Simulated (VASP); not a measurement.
Band structure of WSi2 (MoSi2 type). Level of theory: PBE GGA with D4 dispersion, VASP's PBE PAW potentials (set 64) (plane waves; VASP).

Unless said otherwise, spin-orbit coupling is left out, though it shifts the bands of the heavy elements here.

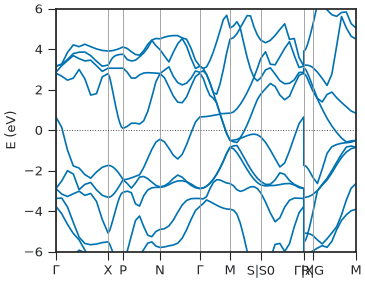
Fig. 1. Bands along high-symmetry lines, zero at the valence-band maximum or, without a gap, the Fermi level

Read the plot: is there a gap, and where are the band edges?

It has no gap at this level: it comes out as a metal or semimetal. (Edges off the drawn lines would not show.)

The compound is WSi2 in the MoSi2 type structure. It was relaxed first.
